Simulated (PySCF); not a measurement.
# RuCl₂⁺: structure of the doublet

Aim: relax RuCl₂⁺ as a doublet from a linear start, check by its vibrations whether the end is a minimum, and collect its spectrum and constants.

Computed with PySCF 2.14.0. Level: PBE0, basis Ru def2-TZVP with ECP28, Cl def2-TZVP, scalar-relativistic core potentials, no spin–orbit coupling, density fitting.

## (1) The starting structure

3 atoms, charge 1, spin multiplicity 2.

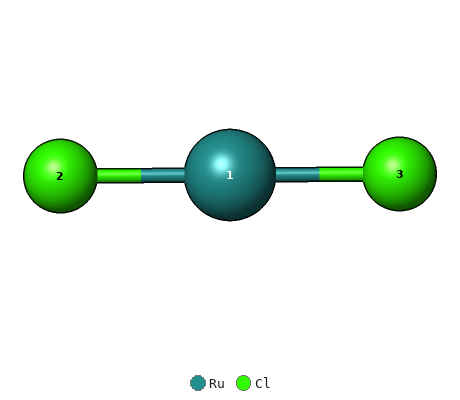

As it starts; ruthenium teal, chlorine green; atoms are numbered from 1 in the order of the file.

Z-matrix (Å, degrees; charge 1 multiplicity 2):
```
Ru
Cl 1 2.1952
Cl 1 2.1952 2 180.00
```

## (2) The SCF at the typed geometry

One driver script runs all steps and calls PySCF; scf.py shows how it sets up the SCF of each step. The optimiser is the driver's own. After this first run the driver tries any further starts and a stability analysis.

The input, scf.py:

```python
from pyscf import gto, scf, dft
mol = gto.M(atom='''
Ru     0.000000     0.000000     0.000000
Cl     0.000000     0.000000     2.195200
Cl     0.000000     0.000000    -2.195200''',
    basis={'Ru': 'def2-TZVP', 'Cl': 'def2-TZVP'},
    ecp={'Ru': 'def2-TZVP'},
    charge=1, spin=1)
mf = dft.UKS(mol, xc='PBE0')
mf.grids.atom_grid = (50, 194)
aux = {'Ru': 'def2-universal-JKFIT', 'Cl': 'def2-universal-JKFIT'}
mf = mf.density_fit(auxbasis=aux)
mf.conv_tol = 1e-08
mf.diis_space = 10
mf.max_cycle = 60
mf.init_guess = 'minao'
mf.verbose = 4
mf.kernel()
```

On the command line:

```
> OMP_NUM_THREADS=4 python axn.py task.json out
```

The runs that follow: Relaxation: linear start, doublet; Is it a minimum? Harmonic modes; Downhill along the imaginary mode; Hessian and properties.

What does the calculation give? Wanted: minimum; geometry; wavenumbers; dipole moment; highest occupied, lowest empty level; polar-tensor charge of Ru1; zero-point energy; ⟨S²⟩.

As calculated:

```
                                          quantity                                value
                                           minimum      broken-symmetry (Ms = 1/2), C2v
                                          geometry  Ru–Cl 2.107 Å (×2); Cl–Ru–Cl 114.0°
                                wavenumbers (cm⁻¹)         101 (a1), 471 (a1), 482 (b2)
                    dipole moment (centre of mass)                               1.89 D
highest occupied, lowest empty level (either spin)                    -14.00, -11.11 eV
                        polar-tensor charge of Ru1                              +1.50 e
                                 zero-point energy                           6.3 kJ/mol
                               entropy at 298.15 K                      304.3 J/(mol K)
                                              ⟨S²⟩                                1.747
```

In words: From D∞h at the start the molecule goes to a C2v minimum, after a stop at a saddle point 34.7 kJ/mol higher, from which it was pushed off along an imaginary mode. The determinant is spin-contaminated (⟨S²⟩ = 1.75 against 0.75), so it is no pure spin state. In the infrared the band at 482 cm⁻¹ (b2, stretch) leads. The first SCF alone would have been 51 kJ/mol too high. Other starts or spin states, not run here, may lie lower. One determinant may miss the lowest occupation of an open d or f shell.
